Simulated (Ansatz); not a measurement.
Ta, pressure series

Consider Ta in the bcc (W type) structure (space group Im-3m, No. 229; a = 3.254 Å).

Cell and atoms are relaxed at each pressure.

Level of theory: plane-wave PAW DFT at the LDA level (Ansatz, a program for electronic structure, 420 eV), no SOC.

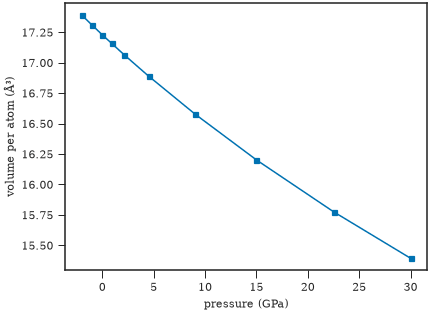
*Volume per atom against pressure*

| pressure (GPa) | volume per atom |
|---|---|
| -2 | 17.39 Å³ |
| -1 | 17.31 Å³ |
| 0.9 | 17.16 Å³ |
| 2.1 | 17.07 Å³ |
| 4.5 | 16.89 Å³ |
| 9 | 16.58 Å³ |
| 15 | 16.20 Å³ |
| 22.5 | 15.78 Å³ |
| 30 | 15.39 Å³ |

Load acts through the strain it causes; cell and atoms are relaxed under it. No phonon test of stability was made. Competing high-pressure phases were not computed. All final runs are without spin polarisation.
